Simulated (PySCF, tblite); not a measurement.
**C2H11O2PSi3: geometry, infrared bands and NMR shifts**

Wanted: the infrared bands and NMR shifts of C2H11O2PSi3 (`COC(=O)[SiH2]P([SiH3])[SiH3]`), by calculation.

Computed with tblite 0.8.0 and PySCF 2.14.0, with density-fitted response routines of our own, on a single molecule in the gas phase. Atoms count from 0, in the outputs and in this text.

### Step 1. Starting geometry

19 atoms, charge 0, multiplicity 1; geometry from: force field or distance geometry start.

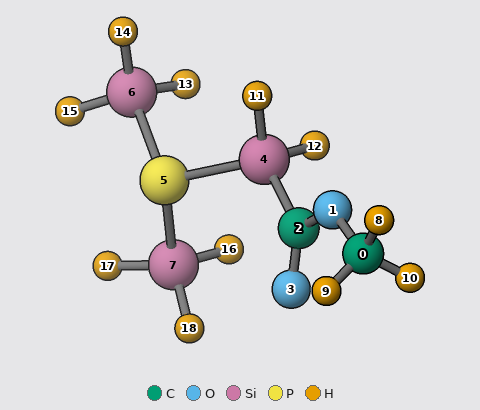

As it starts; carbon teal, oxygen blue, silicon pink, phosphorus yellow, hydrogen amber, atoms numbered.

### Step 2. Geometry optimisation with GFN2-xTB

What the job is given:

```
{"job": {"kind": "relax", "xc": "GFN2-xTB", "basis": "xTB"}, "charge": 0, "multiplicity": 1}
C      4.071500     0.262000     1.026800
O      2.949000     0.088300     0.194100
C      1.636900     0.043000     0.585400
O      1.334100     0.194600     1.786500
Si     0.377800    -0.211300    -0.735300
P     -1.456900     0.965500    -0.484300
Si    -2.848500     0.521500    -2.161400
Si    -2.515600     0.272200     1.334700
H      4.942700     0.383000     0.326400
H      3.997000     1.199300     1.625300
H      4.324400    -0.607900     1.650600
H      0.916900     0.138500    -2.073400
H      0.103800    -1.646400    -0.777000
H     -3.083400    -0.948700    -2.080800
H     -2.296400     0.928700    -3.448400
H     -4.145700     1.155700    -1.864900
H     -2.663800    -1.199500     1.267500
H     -3.856800     0.920400     1.269500
H     -1.796900     0.580600     2.551100
```

On the command line:

```bash
$ OMP_NUM_THREADS=1 python probes_run.py task.json out
```

This one command runs all jobs of the session in turn.

Output:

```text
step      E/eV     max force
  0    -699.95356    4.644
  1    -700.11373    4.296
  2    -700.22922    0.776
  3    -700.25377    0.494
  4    -700.29934    0.518
  5    -700.31710    0.528
  6    -700.33959    0.308
  7    -700.35235    0.284
  8    -700.36566    0.269
  9    -700.37645    0.246
 10    -700.38564    0.193
 11    -700.39221    0.158
 12    -700.39749    0.163
 13    -700.40259    0.178
 14    -700.40745    0.237
 15    -700.41130    0.225
 16    -700.41387    0.147
 17    -700.41545    0.091
 18    -700.41655    0.074
 19    -700.41756    0.074
 20    -700.41863    0.085
 21    -700.41985    0.090
 22    -700.42123    0.088
 23    -700.42281    0.092
 24    -700.42458    0.103
 25    -700.42639    0.114
 26    -700.42807    0.100
 27    -700.42965    0.091
 28    -700.43138    0.098
 29    -700.43345    0.119
 30    -700.43561    0.122
 31    -700.43728    0.112
 32    -700.43840    0.102
 33    -700.43931    0.089
 34    -700.44020    0.071
 35    -700.44101    0.062
 36    -700.44161    0.067
 37    -700.44210    0.071
 38    -700.44263    0.064
 39    -700.44322    0.084
 40    -700.44381    0.070
 41    -700.44441    0.074
 42    -700.44516    0.078
 43    -700.44616    0.087
 44    -700.44723    0.104
 45    -700.44793    0.064
 46    -700.44823    0.036
 47    -700.44840    0.031
 48    -700.44863    0.046
 49    -700.44887    0.050
 50    -700.44908    0.030
 51    -700.44924    0.031
 52    -700.44945    0.033
 53    -700.44981    0.063
 54    -700.45044    0.082
 55    -700.45127    0.078
 56    -700.45209    0.072
 57    -700.45278    0.066
 58    -700.45349    0.088
 59    -700.45440    0.107
 60    -700.45531    0.084
 61    -700.45597    0.061
 62    -700.45647    0.057
 63    -700.45704    0.059
 64    -700.45783    0.079
 65    -700.45866    0.062
 66    -700.45926    0.052
 67    -700.45967    0.045
 68    -700.46013    0.054
 69    -700.46077    0.059
 70    -700.46153    0.069
 71    -700.46220    0.082
 72    -700.46270    0.067
 73    -700.46318    0.083
 74    -700.46371    0.062
 75    -700.46452    0.052
 76    -700.46513    0.066
 77    -700.46636    0.093
 78    -700.46791    0.102
 79    -700.46957    0.096
 80    -700.47072    0.065
 81    -700.47135    0.065
 82    -700.47131    0.212
 83    -700.47247    0.070
 84    -700.47354    0.121
 85    -700.47579    0.247
 86    -700.47857    0.219
 87    -700.48032    0.140
 88    -700.48097    0.064
 89    -700.48124    0.058
 90    -700.48166    0.048
 91    -700.48219    0.049
 92    -700.48264    0.064
 93    -700.48285    0.030
 94    -700.48298    0.025
 95    -700.48306    0.030
 96    -700.48318    0.026
 97    -700.48327    0.033
 98    -700.48337    0.039
 99    -700.48352    0.040
100    -700.48371    0.030
101    -700.48389    0.024
102    -700.48401    0.023
103    -700.48410    0.024
104    -700.48420    0.027
105    -700.48437    0.030
106    -700.48459    0.037
107    -700.48485    0.044
108    -700.48512    0.044
109    -700.48542    0.053
110    -700.48574    0.062
111    -700.48603    0.050
112    -700.48621    0.050
113    -700.48636    0.030
114    -700.48656    0.047
115    -700.48691    0.075
116    -700.48741    0.079
117    -700.48789    0.058
118    -700.48822    0.063
119    -700.48851    0.072
120    -700.48894    0.052
121    -700.48961    0.061
122    -700.49032    0.160
123    -700.49105    0.068
124    -700.49160    0.069
125    -700.49206    0.068
126    -700.49257    0.075
127    -700.49372    0.109
128    -700.49448    0.107
129    -700.49537    0.158
130    -700.49678    0.079
131    -700.49920    0.085
132    -700.50043    0.093
133    -700.50127    0.142
134    -700.50222    0.058
135    -700.50303    0.043
136    -700.50373    0.069
137    -700.50430    0.056
138    -700.50489    0.046
139    -700.50537    0.044
140    -700.50591    0.041
141    -700.50635    0.042
142    -700.50664    0.030
143    -700.50677    0.026
144    -700.50685    0.022
145    -700.50693    0.031
146    -700.50704    0.028
147    -700.50717    0.032
148    -700.50733    0.033
149    -700.50751    0.034
150    -700.50768    0.037
151    -700.50782    0.027
152    -700.50794    0.035
153    -700.50805    0.024
154    -700.50821    0.026
155    -700.50840    0.037
156    -700.50862    0.049
157    -700.50885    0.050
158    -700.50908    0.060
159    -700.50931    0.045
160    -700.50951    0.038
161    -700.50968    0.032
162    -700.50981    0.025
163    -700.50994    0.026
164    -700.51010    0.023
165    -700.51026    0.024
166    -700.51041    0.024
167    -700.51055    0.024
168    -700.51065    0.015
169    -700.51071    0.016
170    -700.51075    0.013
171    -700.51078    0.014
172    -700.51082    0.014
173    -700.51086    0.016
174    -700.51090    0.017
175    -700.51096    0.015
176    -700.51105    0.023
177    -700.51118    0.031
178    -700.51135    0.034
179    -700.51153    0.030
180    -700.51171    0.042
181    -700.51193    0.053
182    -700.51226    0.053
183    -700.51274    0.049
184    -700.51332    0.056
185    -700.51389    0.063
186    -700.51437    0.061
187    -700.51474    0.047
188    -700.51497    0.030
189    -700.51509    0.026
190    -700.51517    0.021
191    -700.51524    0.028
192    -700.51532    0.025
193    -700.51540    0.019
194    -700.51545    0.018
195    -700.51550    0.012
196    -700.51554    0.014
197    -700.51557    0.010
198    -700.51558    0.009
```

Wall time 3.8 s (1 thread of Arm Neoverse N1, shared host); peak memory 0.18 GiB.

Step by step: (not every step is listed)

```tsv
step	energy from step 0 (eV)	largest force (eV/Å)
0	0.0000	4.6438
1	-0.1602	4.2963
2	-0.2757	0.7764
3	-0.3002	0.4939
4	-0.3458	0.5180
5	-0.3635	0.5276
6	-0.3860	0.3084
7	-0.3988	0.2836
8	-0.4121	0.2689
26	-0.4745	0.1004
44	-0.4937	0.1044
62	-0.5029	0.0566
80	-0.5172	0.0648
98	-0.5298	0.0393
116	-0.5338	0.0793
134	-0.5487	0.0578
152	-0.5544	0.0348
170	-0.5572	0.0128
188	-0.5614	0.0301
193	-0.5618	0.0188
194	-0.5619	0.0179
195	-0.5619	0.0122
196	-0.5620	0.0136
197	-0.5620	0.0099
198	-0.5620	0.0094
```

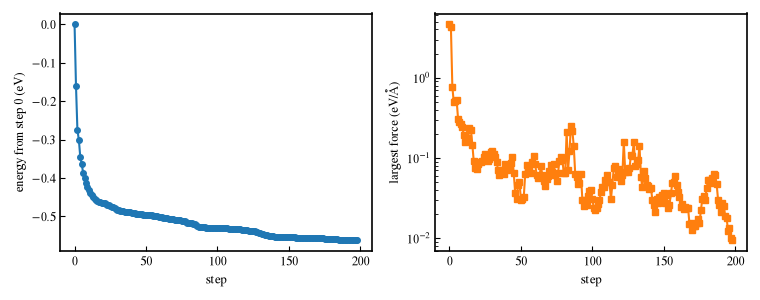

Energy and largest force along the relaxation.

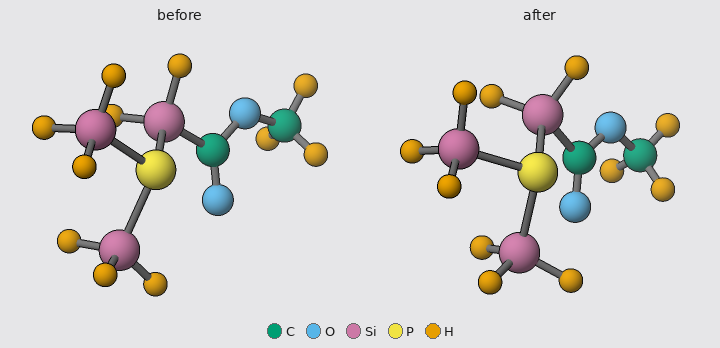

The geometry before (left) and after (right).

Close pairs (by a distance rule), those that changed most:

```tsv
bond	before (Å)	after (Å)	change (Å)
C2–Si4	1.842	1.912	+0.070
O1–C2	1.370	1.326	-0.044
P5–Si7	2.216	2.256	+0.040
C0–H8	1.124	1.087	-0.038
C2–O3	1.248	1.211	-0.037
Si6–H13	1.491	1.466	-0.025
Si4–H11	1.484	1.460	-0.025
C0–H9	1.115	1.091	-0.023
```

The next job starts from the end point, and lists it.

### Step 3. Harmonic vibrations with GFN2-xTB

What the job is given:

```
{"job": {"kind": "ir", "xc": "GFN2-xTB", "basis": "xTB"}, "charge": 0, "multiplicity": 1}
C      3.568310     0.045481     1.301018
O      2.724889     0.028500     0.149063
C      1.415069     0.050903     0.354561
O      0.917062     0.087254     1.458188
Si     0.425683     0.029090    -1.281279
P     -1.354462     1.208534    -0.751165
Si    -2.934133     0.216365    -1.962769
Si    -1.801154     0.534929     1.354705
H      4.582768     0.180155     0.935792
H      3.280715     0.863545     1.963719
H      3.477071    -0.897660     1.842672
H      1.229264     0.686626    -2.307224
H      0.255881    -1.387051    -1.631522
H     -3.053283    -1.222489    -1.709230
H     -2.574324     0.420532    -3.365421
H     -4.197602     0.875068    -1.642081
H     -1.571845    -0.890988     1.565101
H     -3.254273     0.757775     1.446418
H     -1.145437     1.453009     2.271993
```

Output:

```text
mode    cm-1     km/mol
  1      26.1      1.32
  2      38.8      0.31
  3      52.2      0.45
  4      67.9      4.67
  5      68.8      0.05
  6     102.2      2.45
  7     115.4      0.27
  8     137.4      2.79
  9     159.4      2.83
 10     197.5     10.06
 11     295.7      5.05
 12     313.9     22.97
 13     403.5     11.58
 14     414.2     35.64
 15     459.1     22.20
 16     480.1      4.14
 17     484.9     49.64
 18     492.1     36.10
 19     505.6      7.96
 20     531.1     42.07
 21     545.6     68.43
 22     580.1     60.11
 23     609.4     33.93
 24     662.1    310.24
 25     718.3    474.75
 26     747.9    439.52
 27     760.1    125.26
 28     773.7     89.56
 29     783.4    153.15
 30     793.7    407.05
 31     805.9    130.38
 32     840.8    149.81
 33     976.1     20.77
 34    1112.6      5.46
 35    1134.1     72.57
 36    1174.8    201.62
 37    1377.8      6.94
 38    1440.4      9.03
 39    1459.1      3.92
 40    1708.3    246.78
 41    2164.5    224.68
 42    2199.5    102.43
 43    2222.1    227.08
 44    2256.4    127.96
 45    2263.1    189.60
 46    2276.3    248.87
 47    2289.2    240.51
 48    2323.9    212.54
 49    2983.7     13.21
 50    2993.4     10.96
 51    3047.3      9.19
```

Run time: 1.9 s. Hardware: 1 thread of Arm Neoverse N1, shared host; peak memory 0.18 GiB.

Which atoms move in the most intense modes:

```tsv
cm⁻¹	km/mol	atoms
662	310.2	H12 39 %, H11 25 %, Si4 14 %
718	474.8	H18 40 %, H16 37 %
748	439.5	H14 37 %, H15 37 %, H13 12 %
794	407.1	H17 18 %, H13 14 %, H18 14 %, H16 11 %
1708	246.8	C2 61 %, O3 38 %
2222	227.1	H13 88 %
2276	248.9	H15 91 %
2289	240.5	H11 95 %
```

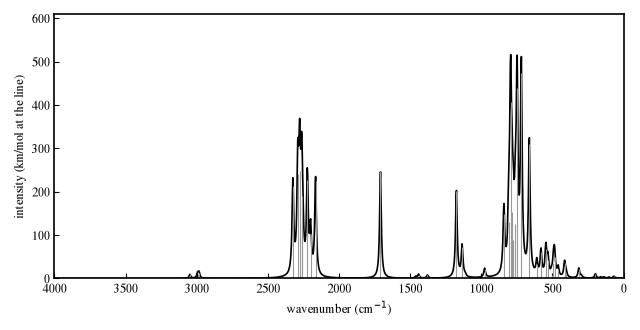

The infrared spectrum from these modes, unscaled. Lines are broadened to a width of 14 cm⁻¹ (Lorentzian).

### Step 4. NMR shieldings: PBE0/pcSseg-1

The job, as its differences from that of step 3:

```diff
@@ -1,2 +1,2 @@
-{"job": {"kind": "ir", "xc": "GFN2-xTB", "basis": "xTB"}, "charge": 0, "multiplicity": 1}
+{"job": {"kind": "nmr", "xc": "PBE0", "basis": "pcSseg-1"}, "charge": 0, "multiplicity": 1}
 C      3.568310     0.045481     1.301018
```

Method: GIAO PBE0/pcSseg-1 NMR shielding, non-relativistic, gas phase.

Output:

```text
coarse grid: 17664 points
cycle   1  E = -1442.1104358738  dE =  7.487e-01  |g| = 8.152e-01  |ddm| = 3.928e+00
cycle   2  E = -1441.7742238627  dE =  3.362e-01  |g| = 1.553e+00  |ddm| = 1.551e+00
cycle   3  E = -1442.2216966684  dE = -4.475e-01  |g| = 2.675e-01  |ddm| = 1.161e+00
cycle   4  E = -1442.2337150878  dE = -1.202e-02  |g| = 9.719e-02  |ddm| = 2.239e-01
cycle   5  E = -1442.2353047319  dE = -1.590e-03  |g| = 1.390e-02  |ddm| = 5.570e-02
cycle   6  E = -1442.2353433789  dE = -3.865e-05  |g| = 5.358e-03  |ddm| = 2.245e-02
cycle   7  E = -1442.2353514105  dE = -8.032e-06  |g| = 8.869e-04  |ddm| = 8.591e-03
final grid: 151632 points
cycle   8  E = -1442.3011276734  dE = -1.612e-05  |g| = 1.210e-02  |ddm| = 2.461e-02
cycle   9  E = -1442.3010920526  dE =  3.562e-05  |g| = 1.867e-02  |ddm| = 1.633e-02
cycle  10  E = -1442.3011521437  dE = -6.009e-05  |g| = 2.312e-03  |ddm| = 1.052e-02
cycle  11  E = -1442.3011531104  dE = -9.667e-07  |g| = 4.985e-04  |ddm| = 1.607e-03
cycle  12  E = -1442.3011531509  dE = -4.051e-08  |g| = 1.399e-04  |ddm| = 3.832e-04
cycle  13  E = -1442.3011531552  dE = -4.299e-09  |g| = 2.385e-05  |ddm| = 1.264e-04
cycle  14  E = -1442.3011531553  dE = -1.196e-10  |g| = 6.213e-06  |ddm| = 3.580e-05
converged SCF energy = -1442.3011531553

GIAO shielding tensors (ppm)
atom      isotropic    diamagn.    paramagn.     s11        s22        s33       span
  0 C      133.421     243.100    -109.680    101.530    120.335    178.397     76.867
  1 O      110.689     401.753    -291.064    -90.695    194.534    228.228    318.923
  2 C       -6.000     260.949    -266.949   -100.783     12.070     70.713    171.496
  3 O     -171.815     405.926    -577.741   -529.744   -264.982    279.280    809.024
  4 Si     405.604     882.988    -477.384    361.845    385.279    469.688    107.843
  5 P      696.338     972.664    -276.326    610.407    723.863    754.744    144.337
  6 Si     428.558     880.304    -451.746    390.162    427.304    468.209     78.047
  7 Si     429.775     880.620    -450.845    399.943    428.111    461.271     61.328
  8 H       27.881      26.680       1.201     23.929     26.375     33.339      9.410
  9 H       27.382      28.584      -1.202     23.410     25.932     32.805      9.395
 10 H       27.904      28.271      -0.367     23.949     25.697     34.065     10.117
 11 H       27.130      30.775      -3.645     22.807     25.328     33.253     10.446
 12 H       27.143      30.911      -3.768     23.409     25.730     32.290      8.881
 13 H       27.637      29.177      -1.540     23.634     25.916     33.363      9.729
 14 H       27.638      29.101      -1.463     23.595     25.333     33.985     10.390
 15 H       27.544      29.188      -1.644     23.530     25.070     34.032     10.502
 16 H       27.181      30.855      -3.674     24.119     25.240     32.185      8.067
 17 H       27.681      30.251      -2.569     23.401     26.218     33.425     10.024
 18 H       27.164      30.733      -3.569     23.323     24.975     33.194      9.871
```

Wall time 87 s (1 thread of Arm Neoverse N1, shared host); peak memory 1.1 GiB.

The references, computed at this level on geometries of the same kind, shield at (ppm): 1H TMS 31.72, 13C TMS 186.9, 29Si TMS 349.2, 17O H2O 336.1, 31P H3PO4 318.4. Their shielding less the atom's gives the shift. The references are single molecules in the gas phase, so shifts against H2O, NH3, PH3, H3PO4 or CFCl3 are not on the usual liquid scales and can be off by tens of ppm. Atoms listed in one row are averaged.

```tsv
atoms	environment	σ (ppm)	δ (ppm)	δ scaled to CDCl3
C2	carbonyl carbon	-6.0	192.9	186.4
C0	methyl carbon bonded to O	133.4	53.5	50.3
H11, H12	hydrogen on a silicon bonded to C, P	27.14	4.58	–
H13, H14, H15, H16, H17, H18	hydrogen on a silicon bonded to P	27.47	4.24	–
H8, H9, H10	hydrogen on a methyl carbon bonded to O	27.72	3.99	3.87
O3	ester carbonyl oxygen	-171.8	507.9	–
O1	ester alkoxy oxygen	110.7	225.4	–
Si4	silicon bonded to C, P, 2 H	405.6	-56.4	–
Si6, Si7	silicon bonded to P, 3 H	429.2	-80.0	–
P5	phosphorus bonded to 3 Si	696.3	-378.0	–
```

The scaled column applies a straight-line fit of computed shieldings to shifts measured in CDCl3 (root-mean-square error 0.16 ppm for H, 1.9 ppm for C).

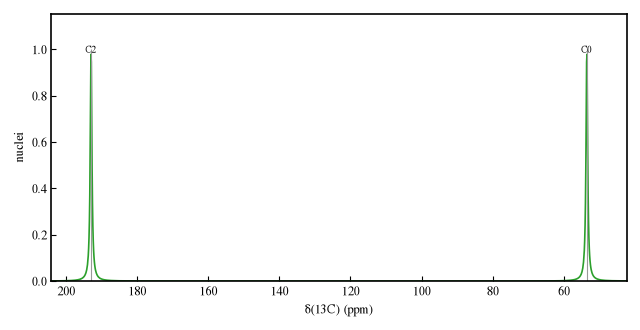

13C lines at the computed shifts, without couplings. Lines are broadened to a width of 0.56 ppm (Lorentzian).

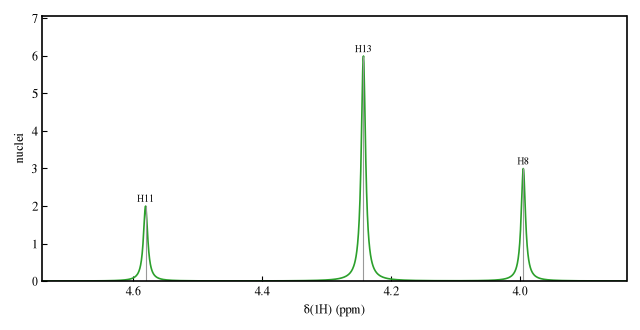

1H lines at the computed shifts, without couplings. Lines are broadened to a width of 0.01 ppm (Lorentzian).

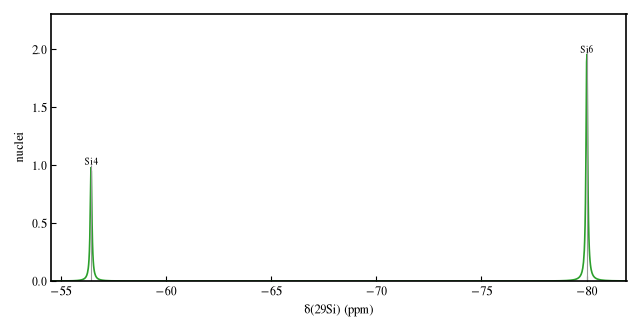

29Si lines at the computed shifts, without couplings. Lines are broadened to a width of 0.09 ppm (Lorentzian).

The run also stored atomic charges by several schemes (e):

```tsv
atoms	Mulliken	IAO	Hirshfeld	ESP fit
C0	-0.04	-0.22	-0.03	-0.16
O1	-0.44	-0.32	-0.09	-0.37
C2	0.26	0.28	0.13	0.62
O3	-0.43	-0.45	-0.21	-0.47
Si4	0.52	0.53	0.27	0.34
P5	-0.60	-0.35	-0.12	-0.46
Si6, Si7	0.37	0.44	0.25	0.37
```

ESP fit charges:

C0 -0.16; O1 -0.37; C2 0.62; O3 -0.47; Si4 0.34; P5 -0.46; Si6 0.36; Si7 0.38; H8 0.14; H9 0.12; H10 0.12; H11 -0.08; H12 -0.09; H13 -0.09; H14 -0.05; H15 -0.06; H16 -0.09; H17 -0.10; H18 -0.05

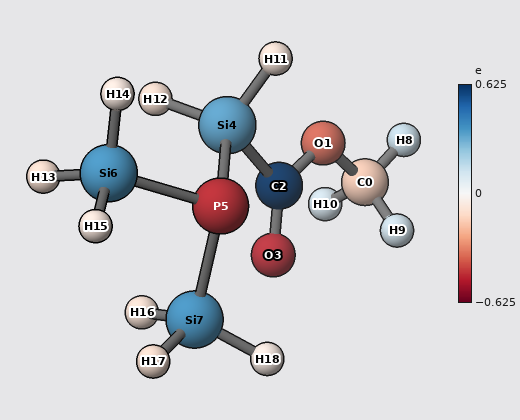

ESP fit charges, as colours on the atoms.

Mayer bond orders: C0–O1 0.85, O1–C2 1.11, C2–O3 1.81, C2–Si4 0.79, Si4–P5 0.97, P5–Si6 0.92, P5–Si7 0.86.

### Step 5. What came out

| quantity | value |
| --- | --- |
| strongest single infrared mode (GFN2-xTB) | 718 cm⁻¹, 475 km/mol |
| zero-point energy (GFN2-xTB) | 73.4 kcal/mol |
| 13C shifts against TMS (PBE0/pcSseg-1) | 192.9, 53.5 ppm |
| 1H shifts against TMS (PBE0/pcSseg-1, means over atoms taken as alike) | 4.58, 4.24, 3.99 ppm |
| 17O shifts against H2O (PBE0/pcSseg-1) | 507.9, 225.4 ppm |
| 29Si shifts against TMS (PBE0/pcSseg-1, means over atoms taken as alike) | -56.4, -80.0 ppm |
| 31P shifts against H3PO4 (PBE0/pcSseg-1) | -378.0 ppm |

**Reading.** Relaxing lowered the energy by 0.562 eV in 198 steps; the close pair that moved most is C2–Si4, from 1.842 to 1.912 Å. All 51 modes are real, so the xTB geometry is a minimum. The strongest single mode, at 718 cm⁻¹, moves mainly H18 and H16. Unscaled tight-binding wavenumbers are off by several per cent, some by more. Its intensities can rank the bands wrongly. At PBE0/pcSseg-1: The widest tensor belongs to O3: span 809 ppm, with a paramagnetic part of -578 ppm.
